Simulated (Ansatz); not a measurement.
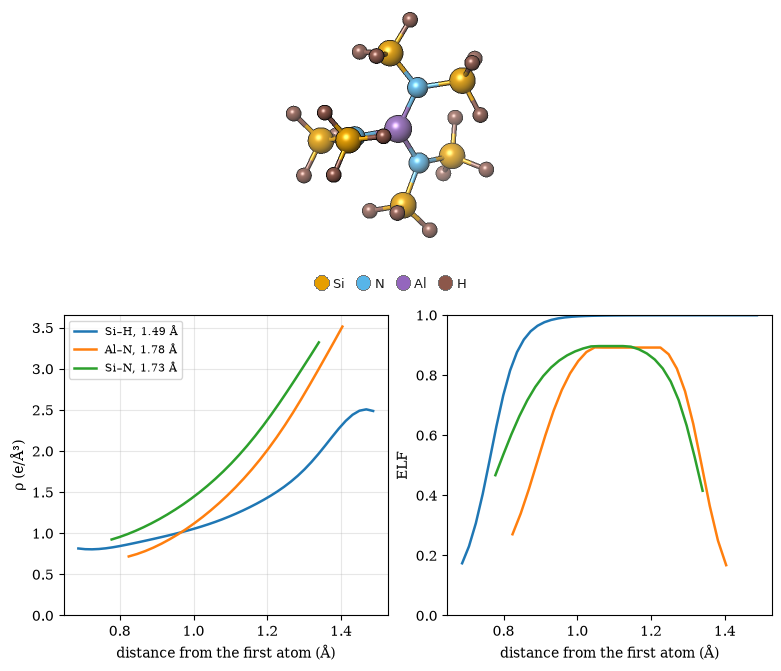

Figure 1: AlH18N3Si6 (SMILES [SiH3][N]([SiH3])[Al]([N]([SiH3])[SiH3])[N]([SiH3])[SiH3]). Electron density and ELF along straight lines between neighbouring atoms. The curves leave out the atomic cores. The structure is drawn too.

Geometry: PBE0-D4/def2-TZVP.

All numbers below come from Ansatz 0.2.0, RKS PBE0-D4/def2-TZVPP.

```yaml
atoms:
  - { symbol: Si, position_ang: [0.9112, 0.9029, 2.7259] }
  - { symbol: N, position_ang: [-0.3086, 0.0941, 1.7903] }
  - { symbol: Si, position_ang: [-1.7496, -0.4265, 2.5979] }
  - { symbol: Al, position_ang: [-0.0499, -0.0457, 0.0325] }
  - { symbol: N, position_ang: [1.1103, 1.0841, -0.7413] }
  - { symbol: Si, position_ang: [2.5863, 0.4462, -1.3757] }
  - { symbol: Si, position_ang: [0.7032, 2.7622, -0.8209] }
  - { symbol: N, position_ang: [-0.8736, -1.2393, -1.0037] }
  - { symbol: Si, position_ang: [-0.9376, -0.9222, -2.7102] }
  - { symbol: Si, position_ang: [-1.5089, -2.7429, -0.4247] }
  - { symbol: H, position_ang: [0.6925, 0.5896, 4.1645] }
  - { symbol: H, position_ang: [2.2663, 0.4357, 2.3277] }
  - { symbol: H, position_ang: [0.8636, 2.3802, 2.5525] }
  - { symbol: H, position_ang: [-1.5143, -1.6090, 3.4681] }
  - { symbol: H, position_ang: [-2.7703, -0.7777, 1.5733] }
  - { symbol: H, position_ang: [-2.2882, 0.6704, 3.4482] }
  - { symbol: H, position_ang: [2.5894, -1.0181, -1.0912] }
  - { symbol: H, position_ang: [3.7703, 1.0637, -0.7192] }
  - { symbol: H, position_ang: [2.7090, 0.6564, -2.8429] }
  - { symbol: H, position_ang: [-0.6493, 2.9152, -0.2108] }
  - { symbol: H, position_ang: [1.6700, 3.6147, -0.0790] }
  - { symbol: H, position_ang: [0.6503, 3.2404, -2.2289] }
  - { symbol: H, position_ang: [0.3695, -1.1711, -3.3766] }
  - { symbol: H, position_ang: [-1.9572, -1.8175, -3.3221] }
  - { symbol: H, position_ang: [-1.3206, 0.4932, -2.9617] }
  - { symbol: H, position_ang: [-1.0543, -2.9443, 0.9780] }
  - { symbol: H, position_ang: [-2.9949, -2.7798, -0.4592] }
  - { symbol: H, position_ang: [-1.0013, -3.8700, -1.2545] }
```

Compare the contacts.

Si–H (1.49 Å): ρ is about 0.81 e/Å³ halfway; the ELF climbs to about 1 towards the hydrogen, as it does in any bond to H.
Al–N (1.78 Å): ρ is about 0.83 e/Å³ halfway; the ELF peaks at about 0.90 in the valence shell of N, 0.7 Å from its nucleus, and is about 0.50 at the midpoint.
Si–N (1.73 Å): ρ at the midpoint is about 1.1 e/Å³; the ELF peaks at about 0.90 between the atoms; a polar covalent bond.
